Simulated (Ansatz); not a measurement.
System: Mg₃Ge₃N₂.

```xyz
24
Lattice="3.2326 0.0000 0.0000 -1.6163 2.7995 0.0000 0.0000 0.0000 41.5850" Properties=species:S:1:pos:R:3 pbc="T T T"
Mg    1.6163    0.9331    2.2015
Mg    0.0000    1.8663   16.0630
Mg    0.0000    0.0000   29.9250
Mg    0.0000    0.0000   11.6600
Mg    1.6163    0.9331   25.5219
Mg    0.0000    1.8663   39.3835
Mg    0.0000    0.0000    0.0000
Mg    1.6163    0.9331   13.8615
Mg    0.0000    1.8663   27.7235
Ge    1.6163    0.9331    8.9782
Ge    0.0000    1.8663   22.8397
Ge    0.0000    0.0000   36.7016
Ge    0.0000    0.0000    4.8833
Ge    1.6163    0.9331   18.7453
Ge    0.0000    1.8663   32.6068
Ge    0.0000    1.8663    6.9310
Ge    0.0000    0.0000   20.7925
Ge    1.6163    0.9331   34.6540
N     0.0000    1.8663    1.3528
N     0.0000    0.0000   15.2143
N     1.6163    0.9331   29.0762
N     0.0000    1.8663   12.5088
N     0.0000    0.0000   26.3707
N     1.6163    0.9331   40.2322
```

Space group R-3m; a generated structure, not necessarily the stable one.

Level of theory: Ansatz, DFT PBE, scalar-relativistic, plane waves, PAW.

Predict the valence pseudo-density and electron localisation function between the atoms.

Answer. Mg–N (2.05 Å): ρ is about 0.43 e/Å³ halfway; the ELF peaks at about 0.85 in the valence shell of N, 0.7 Å from its nucleus, and is about 0.45 at the midpoint.
Ge–Ge (2.77 Å): ρ is about 0.27 e/Å³ halfway; the ELF reaches about 0.50 near the midpoint.
Mg–Ge (3.27 Å): ρ is about 0.09 e/Å³ halfway, with its minimum of 0.06 e/Å³ about 1.2 Å from Mg; the ELF peaks at about 0.65 in the valence shell of Ge, 1.3 Å from its nucleus, and is about 0.40 at the midpoint.
Mg–N (2.31 Å): ρ at the midpoint is about 0.27 e/Å³; the ELF peaks at about 0.85 in the valence shell of N, 0.7 Å from its nucleus, and is about 0.45 at the midpoint.
Bader's partition of the density gives Mg +1.61 to +1.68, Ge −0.24 to −0.03 and N −2.20 e.

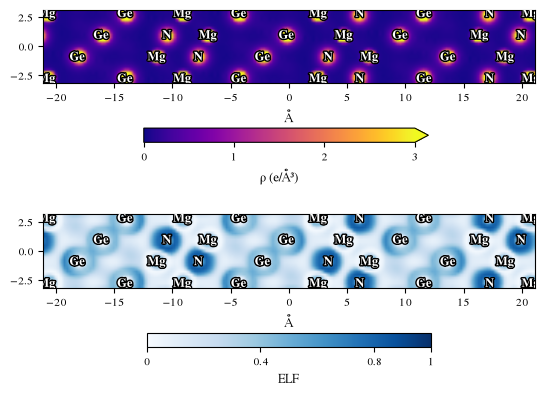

Computed valence pseudo-density and electron localisation function on the (110) plane of the conventional cell, in this order. 
